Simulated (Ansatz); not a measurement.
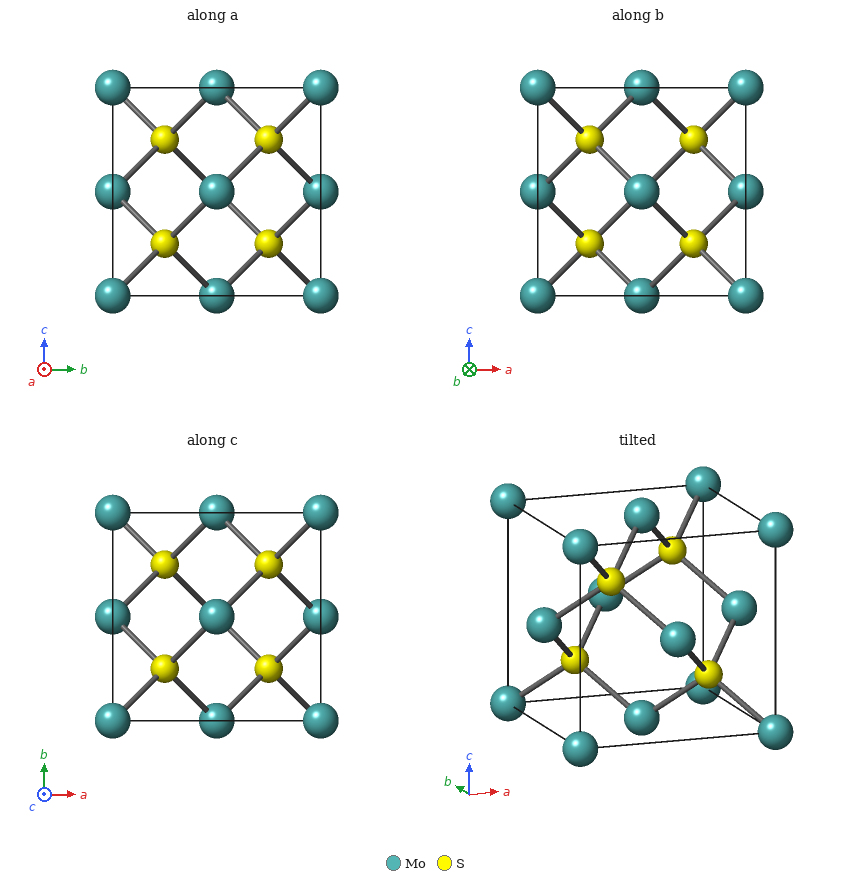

We look at a ball-and-stick model of the crystal along the a axis, along the b axis, along the c axis and slightly off an axis. The frame is the conventional unit cell; atoms at its boundary are shown with their periodic copies.

Lattice parameters: a = 6.1433 Å, b = 6.1433 Å, c = 6.1433 Å, α = 90.000°, β = 90.000°, γ = 90.000°.

Express the structure as a CIF in P1 with every atom of the cell.

Answer.
```cif
data_structure
_symmetry_space_group_name_H-M 'P 1'
_symmetry_Int_Tables_number 1
_cell_length_a 6.1433
_cell_length_b 6.1433
_cell_length_c 6.1433
_cell_angle_alpha 90.000
_cell_angle_beta 90.000
_cell_angle_gamma 90.000
_cell_volume 231.85
loop_
_atom_site_label
_atom_site_type_symbol
_atom_site_fract_x
_atom_site_fract_y
_atom_site_fract_z
_atom_site_occupancy
Mo1 Mo 0.0000 0.0000 0.0000 1
S1 S 0.2500 0.2500 0.7500 1
Mo2 Mo 0.0000 0.5000 0.5000 1
S2 S 0.2500 0.7500 0.2500 1
Mo3 Mo 0.5000 0.0000 0.5000 1
S3 S 0.7500 0.2500 0.2500 1
Mo4 Mo 0.5000 0.5000 0.0000 1
S4 S 0.7500 0.7500 0.7500 1
```

The structure comes from a structure type filled with these elements by a generator (whether the compound takes this form wasn't checked). Earlier steps of the study, as a rule a relaxation of our own, may have changed the cell and positions, so they can lie some per cent off the listed ones. It was run through Ansatz as a DFT input.

At this level of theory the run's own cell isn't at rest (stretched, at -4 GPa), so its distances can differ from those at equilibrium, the more so the softer the solid.
